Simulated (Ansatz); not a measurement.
# Run report: Si$_{2}$NH$_{9}$O, nudged elastic band (part 2 of 2)

Si$_{2}$NH$_{9}$O; RHF/6-31G* (Ansatz 0.2.0). It belongs to a series of runs on one base structure; here: band between the two ends.

Geometry of the input (Å):
```
Si -0.8089  0.9190  -0.2159
O  -0.1354  -0.2171  0.7801
H  0.0836  0.0269  1.6694
H  0.0999  2.0649  -0.4125
H  -2.0762  1.4288  0.3434
H  -1.0600  0.2509  -1.4998
N  1.6111  -2.7113  1.6242
H  1.5442  -3.7072  1.5975
Si 3.1568  -1.9549  1.6132
H  4.0576  -2.7473  2.4752
H  3.8094  -1.8294  0.2870
H  3.0290  -0.5848  2.1560
H  0.8493  -2.2786  1.1417
```

### Log, continued
```
NEB iter  51: max|band force component| = 1.420e0 eV/Å  barrier→ = 2.3462 eV  barrier← = 1.8905 eV  CI = image 3  Δτ_max = 0.1003 Å  (152 SCF iters)
NEB iter  52: max|band force component| = 5.510e-1 eV/Å  barrier→ = 2.2968 eV  barrier← = 1.8411 eV  CI = image 3  Δτ_max = 0.1981 Å  (141 SCF iters)
NEB iter  53: max|band force component| = 3.869e-1 eV/Å  barrier→ = 2.2749 eV  barrier← = 1.8192 eV  CI = image 3  Δτ_max = 0.0321 Å  (150 SCF iters)
NEB iter  54: max|band force component| = 1.807e-1 eV/Å  barrier→ = 2.2690 eV  barrier← = 1.8133 eV  CI = image 3  Δτ_max = 0.1241 Å  (134 SCF iters)
NEB iter  55: max|band force component| = 1.638e-1 eV/Å  barrier→ = 2.2641 eV  barrier← = 1.8083 eV  CI = image 3  Δτ_max = 0.0621 Å  (149 SCF iters)
NEB iter  56: max|band force component| = 8.402e-2 eV/Å  barrier→ = 2.2614 eV  barrier← = 1.8057 eV  CI = image 3  Δτ_max = 0.0621 Å  (153 SCF iters)
NEB iter  57: max|band force component| = 6.734e-2 eV/Å  barrier→ = 2.2598 eV  barrier← = 1.8041 eV  CI = image 3  Δτ_max = 0.0522 Å  (144 SCF iters)
NEB iter  58: max|band force component| = 5.070e-2 eV/Å  barrier→ = 2.2592 eV  barrier← = 1.8035 eV  CI = image 3  Δτ_max = 0.0286 Å  (147 SCF iters)
the calculation of the forces begins
reference -19385.44530954 eV, -712.4019751987 hartree; 26, 26 occupied and 60, 60 virtual orbitals, 947 factors
947 factors; integrals over basis functions are off by at most 6.3e-4 eV
mean field -19383.66199187 eV, -712.3364394831 hartree, gradient 2.0e-5 eV, S^2 0.000000; 1 other end points of the search recorded, 0 dependent functions left out
the calculation of the forces begins
reference -19383.66199187 eV, -712.3364394831 hartree; 26, 26 occupied and 60, 60 virtual orbitals, 947 factors
NEB iter  59: max|band force component| = 3.547e-2 eV/Å  barrier→ = 2.2586 eV  barrier← = 1.8029 eV  CI = image 3  Δτ_max = 0.0000 Å  (307 SCF iters)
```

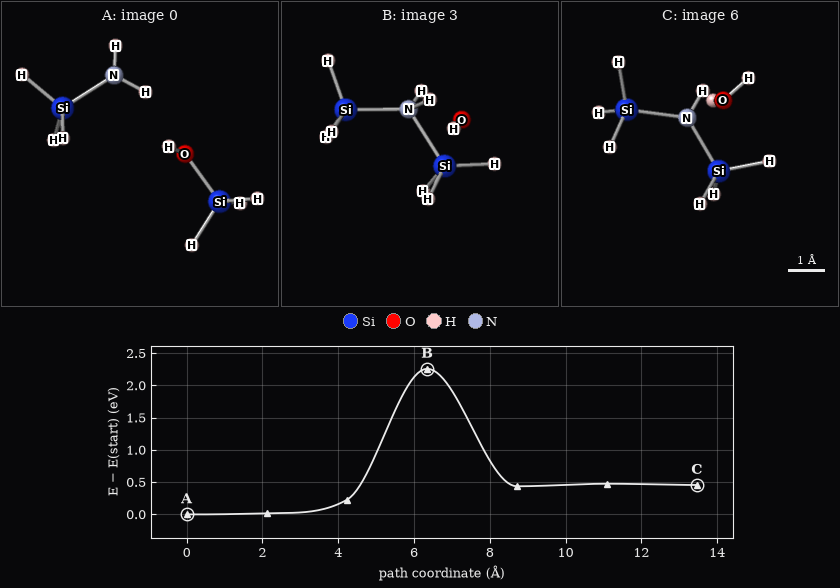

**Figure 1.** Images of the last band (counted from 0; ball-and-stick, seen at a tilt) above the energy along the path; the line is a cubic interpolation that uses the forces. The highest image is number 3, 2.259 eV above the start and 1.803 eV above the end (the climbing image); the end lies 0.456 eV above the start. A further maximum stands at image 5, 0.475 eV from the start, so the path isn't one elementary step. The path is 13.46 Å long. The band converged in 59 iterations.

```
Total energy: -19383.66199187 eV, -712.3364394831 hartree
Atom 0 at     0.127278    -0.199393     0.061448 Å, force    -0.007464     0.009107    -0.035716 eV/Å
Atom 1 at    -0.763448    -0.865477     1.749534 Å, force     0.008947     0.000897     0.017306 eV/Å
Atom 2 at    -0.826255    -0.254602     2.471965 Å, force    -0.013458    -0.004318     0.000087 eV/Å
Atom 3 at     1.052194     0.056813    -1.102345 Å, force     0.003171    -0.000932     0.005494 eV/Å
Atom 4 at     0.221009     1.126268     0.707438 Å, force    -0.002653    -0.013885     0.006171 eV/Å
Atom 5 at    -1.074218    -0.632466    -0.665192 Å, force     0.003180     0.000145     0.008536 eV/Å
Atom 6 at     1.194542    -1.599260     0.799185 Å, force    -0.015725     0.028513     0.032472 eV/Å
Atom 7 at     1.105500    -2.431033     0.237267 Å, force    -0.001721    -0.002888     0.003935 eV/Å
Atom 8 at     2.869413    -1.311918     1.306107 Å, force     0.008034    -0.007647    -0.003066 eV/Å
Atom 9 at     3.379209    -2.522743     1.970726 Å, force    -0.003368     0.000046     0.001762 eV/Å
Atom 10 at     3.721012    -0.992708     0.151152 Å, force     0.000217    -0.003522    -0.000150 eV/Å
Atom 11 at     2.839014    -0.184619     2.249277 Å, force     0.002569    -0.001211    -0.002970 eV/Å
Atom 12 at     0.315147    -1.528861     1.623036 Å, force     0.018271    -0.004305    -0.033860 eV/Å
Dipole moment:     0.482319    -0.256207     0.260125 e Å
this run last wrote the band of iteration 59 to [file]
```

### The last band as extended XYZ (Å, eV, eV/Å)
```
13
Properties=species:S:1:pos:R:3:forces:R:3 image=0 energy=-19385.92063
Si   -0.8089    0.9190   -0.2159    0.0115  -0.0211   0.0073
O    -0.1354   -0.2171    0.7801   -0.0055   0.0215   0.0009
H     0.0836    0.0269    1.6694   -0.0057  -0.0028  -0.0176
H     0.0999    2.0649   -0.4125   -0.0031  -0.0036   0.0024
H    -2.0762    1.4288    0.3434    0.0009  -0.0001  -0.0009
H    -1.0600    0.2509   -1.4998    0.0009   0.0061   0.0084
N     1.6111   -2.7113    1.6242   -0.0144  -0.0126  -0.0088
H     1.5442   -3.7072    1.5975    0.0005   0.0268   0.0003
Si    3.1568   -1.9549    1.6132    0.0163   0.0059  -0.0022
H     4.0576   -2.7473    2.4752   -0.0082   0.0081  -0.0074
H     3.8094   -1.8294    0.2870   -0.0087  -0.0021   0.0165
H     3.0290   -0.5848    2.1560    0.0024  -0.0142  -0.0063
H     0.8493   -2.2786    1.1417    0.0133  -0.0120   0.0072
13
Properties=species:S:1:pos:R:3:forces:R:3 image=1 energy=-19385.90342
Si   -0.6234    0.6761   -0.1624   -0.0010   0.0021  -0.0027
O    -0.4904   -0.2951    1.1694    0.0051   0.0027  -0.0013
H    -0.1504    0.0770    1.9715    0.0007  -0.0001  -0.0014
H     0.6989    0.9638   -0.7487   -0.0034   0.0103  -0.0013
H    -1.2625    1.9590    0.1899   -0.0079   0.0014  -0.0002
H    -1.4486   -0.0527   -1.1345    0.0006   0.0012  -0.0022
N     1.6095   -2.6965    1.4762    0.0082  -0.0089   0.0027
H     1.6389   -3.6357    1.1411   -0.0030  -0.0063   0.0075
Si    3.0366   -1.7430    1.5542   -0.0039   0.0037   0.0025
H     4.1073   -2.5314    2.1950    0.0025  -0.0023  -0.0019
H     3.5699   -1.2596    0.2575   -0.0005  -0.0018  -0.0006
H     2.7436   -0.5417    2.3666    0.0011  -0.0027   0.0010
H     0.7310   -2.2601    1.2837    0.0013   0.0005  -0.0023
13
Properties=species:S:1:pos:R:3:forces:R:3 image=2 energy=-19385.69388
Si   -0.3908    0.2896    0.0418   -0.1065   0.1036   0.0062
O    -0.7119   -0.4481    1.4938    0.0045   0.0592  -0.0514
H    -0.6823    0.0696    2.2853    0.0251   0.0534  -0.0343
H     0.9301   -0.0152   -0.5252   -0.0231   0.0028   0.1193
H    -0.4486    1.7448    0.2565   -0.1392   0.1196  -0.0793
H    -1.4052   -0.1846   -0.9088   -0.0637   0.0940  -0.0459
N     1.4925   -2.3280    1.1166    0.0936  -0.1531   0.0336
H     1.3295   -2.9179    0.3309    0.0243  -0.0971   0.0166
Si    3.0048   -1.5819    1.4144    0.0283  -0.0454   0.0322
H     3.9256   -2.4480    2.1750    0.1114   0.0131   0.0292
H     3.7026   -1.2004    0.1652   -0.0022  -0.0212   0.0043
H     2.7669   -0.3573    2.2135   -0.0196  -0.0394  -0.0012
H     0.6470   -1.9626    1.5007    0.0671  -0.0896  -0.0293
13
Properties=species:S:1:pos:R:3:forces:R:3 image=3 energy=-19383.66199
Si    0.1273   -0.1994    0.0614   -0.0075   0.0091  -0.0357
O    -0.7634   -0.8655    1.7495    0.0089   0.0009   0.0173
H    -0.8263   -0.2546    2.4720   -0.0135  -0.0043   0.0001
H     1.0522    0.0568   -1.1023    0.0032  -0.0009   0.0055
H     0.2210    1.1263    0.7074   -0.0027  -0.0139   0.0062
H    -1.0742   -0.6325   -0.6652    0.0032   0.0001   0.0085
N     1.1945   -1.5993    0.7992   -0.0157   0.0285   0.0325
H     1.1055   -2.4310    0.2373   -0.0017  -0.0029   0.0039
Si    2.8694   -1.3119    1.3061    0.0080  -0.0076  -0.0031
H     3.3792   -2.5227    1.9707   -0.0034   0.0000   0.0018
H     3.7210   -0.9927    0.1512    0.0002  -0.0035  -0.0001
H     2.8390   -0.1846    2.2493    0.0026  -0.0012  -0.0030
H     0.3151   -1.5289    1.6230    0.0183  -0.0043  -0.0339
13
Properties=species:S:1:pos:R:3:forces:R:3 image=4 energy=-19385.48496
Si    0.4905   -0.0414   -0.5676   -0.0026  -0.0061  -0.0019
O    -0.6880   -1.5487    2.8752    0.0026   0.0007  -0.0048
H    -0.5738   -0.6904    3.2594   -0.0019   0.0015   0.0016
H     1.1386    0.2432   -1.8647   -0.0004  -0.0009   0.0022
H     0.5595    1.1756    0.2609   -0.0005   0.0010   0.0006
H    -0.9131   -0.4063   -0.8259   -0.0001  -0.0006  -0.0004
N     1.2573   -1.3284    0.3214   -0.0006   0.0119   0.0018
H     1.0463   -2.2476   -0.0218    0.0000  -0.0009  -0.0016
Si    2.7021   -1.2577    1.2955    0.0088  -0.0050   0.0033
H     2.8170   -2.5189    2.0458   -0.0010   0.0016  -0.0015
H     3.9336   -1.0732    0.4995   -0.0014  -0.0006  -0.0011
H     2.5842   -0.1144    2.2181    0.0004  -0.0013   0.0002
H    -0.1939   -1.5318    2.0640   -0.0033  -0.0015   0.0015
13
Properties=species:S:1:pos:R:3:forces:R:3 image=5 energy=-19385.44531
Si    0.4970   -0.0745   -0.4134   -0.0001  -0.0001   0.0001
O    -0.7573   -0.9330    2.9199    0.0000  -0.0001   0.0000
H    -1.5555   -1.3274    2.5965    0.0001   0.0000   0.0000
H     0.9458    0.0749   -1.8139    0.0001   0.0001   0.0000
H     0.7549    1.1864    0.2988   -0.0001   0.0000   0.0001
H    -0.9472   -0.3736   -0.4375    0.0000  -0.0001   0.0000
N     1.3285   -1.3520    0.4302    0.0003  -0.0002   0.0005
H     1.0547   -2.2786    0.1636   -0.0002   0.0002  -0.0003
Si    2.8869   -1.2758    1.2119    0.0001   0.0000   0.0000
H     3.5285   -2.5972    1.0739   -0.0002  -0.0001   0.0002
H     3.7290   -0.2447    0.5762    0.0002  -0.0001  -0.0002
H     2.7733   -0.9514    2.6447   -0.0001   0.0003  -0.0001
H    -0.0784   -1.1932    2.3088    0.0000  -0.0001  -0.0001
13
Properties=species:S:1:pos:R:3:forces:R:3 image=6 energy=-19385.46490
Si    0.5374   -0.1115   -0.5363   -0.0061  -0.0044  -0.0071
O    -0.6401   -0.6917    2.9137   -0.0013  -0.0046  -0.0012
H    -1.3580   -1.3047    2.9933    0.0080   0.0036  -0.0011
H     1.1033   -0.0401   -1.9009    0.0001   0.0011  -0.0011
H     0.7601    1.1801    0.1286    0.0023  -0.0021   0.0013
H    -0.9033   -0.3974   -0.6633   -0.0002   0.0021  -0.0008
N     1.2663   -1.3665    0.4334    0.0009   0.0248   0.0058
H     0.9602   -2.2908    0.1900   -0.0014  -0.0092  -0.0016
Si    2.8010   -1.3308    1.2617    0.0058  -0.0178  -0.0017
H     3.9316   -1.6987    0.3827    0.0042   0.0021   0.0036
H     3.0194    0.0350    1.7615   -0.0069   0.0030  -0.0014
H     2.7691   -2.2946    2.3769    0.0009   0.0007  -0.0001
H    -0.0867   -1.0284    2.2183   -0.0063   0.0007   0.0055
```

### Key numbers

| quantity | value |
| --- | --- |
| outcome | converged |
| barrier, forward | 2.259 eV |
| barrier, backward | 1.803 eV |
| hardware | 1 thread of Arm Neoverse V2, 24 GiB of memory available, shared host |
| wall time | 7.6 min |
| peak memory | 0.16 GiB |

### Remarks

The order of the saddle point was not checked.
